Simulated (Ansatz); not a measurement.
Input

```
crystal:
  periodic: [false, false, false]
  atoms:
    - { symbol: Ga, position_ang: [0.0, 0.0, 0.0] }
    - { symbol: O, position_ang: [0.0, 0.0, 2.14] }
    - { symbol: H, position_ang: [-0.9095, -0.2814, 2.4771] }
    - { symbol: Cl, position_ang: [1.9398, 0.0, -1.12] }
    - { symbol: O, position_ang: [-1.5501, 0.0, -0.895] }
    - { symbol: H, position_ang: [-2.0598, -0.8467, -0.6865] }
    - { symbol: H, position_ang: [0.3988, 1.7292, 0.5897] }
    - { symbol: H, position_ang: [0.3085, 1.3378, 1.5381] }
basis:
  gaussian: { orbitals: def2-SVP }
hamiltonian:
  xc: pbe0
  dispersion: d4
relax:
  f_tol: 0.15
  max_steps: 25
  restrain:
    - { distance: [0, 6], at: 2.77, k: 30.0 }
    - { distance: [7, 1], at: 2.21, k: 30.0 }
    - { distance: [0, 1], at: 1.79, k: 30.0 }
    - { distance: [7, 6], at: 0.66, k: 30.0 }
output:
  orbitals: {}
```

Command:

```sh
ansatz run input.yaml --threads 2 --pin off --max-ram 3072MiB --backend cpu --events-out ev --progress --plain --runs-dir out
```

The fields are those of the run's last geometry, not of the input's.

Not at a stationary point (largest force 1.8 eV/Å).

Method: RKS PBE0-D4/def2-SVP (Ansatz).

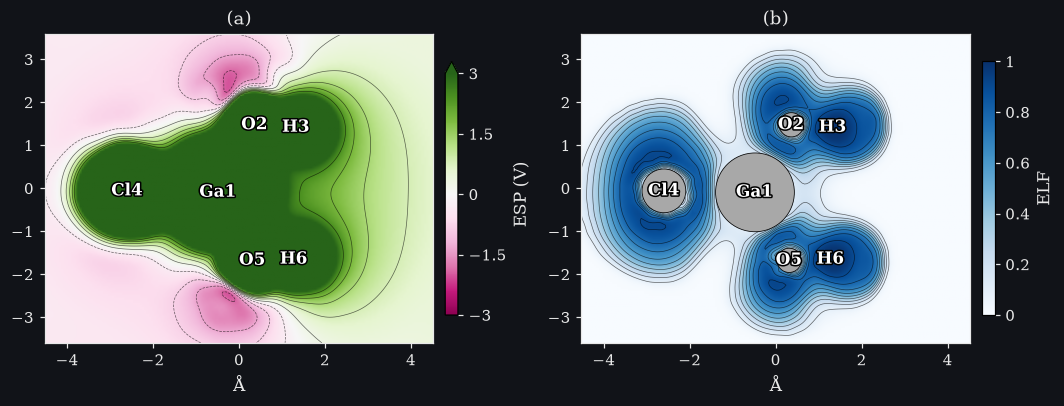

ClGaH₂O₂···H₂. (a) electrostatic potential; (b) ELF on the plane of atoms Ga1, O2 and H3. Grey discs cover the atomic cores in the ELF map.

### Describe what can be read from this map.

- The section cuts through Ga, O, H and Cl sites.
- Ga–O (1.77 Å): the ELF peaks at about 0.85 in the valence shell of O, 0.6 Å from its nucleus, and is about 0.25 at the midpoint.
- Ga–Cl (2.12 Å): the ELF peaks at about 0.80 in the valence shell of Cl, 0.8 Å from its nucleus, and is about 0.55 at the midpoint.
- O–H (0.96 Å): the ELF climbs to about 1 towards the hydrogen, as it does in any bond to H: a covalent bond by its length.
- The ELF also peaks beside O5, Cl4 and O2, away from the bonds: lone-pair regions.
- Outside the dense part of the complex the potential is most negative (−2.0 V) near O2.
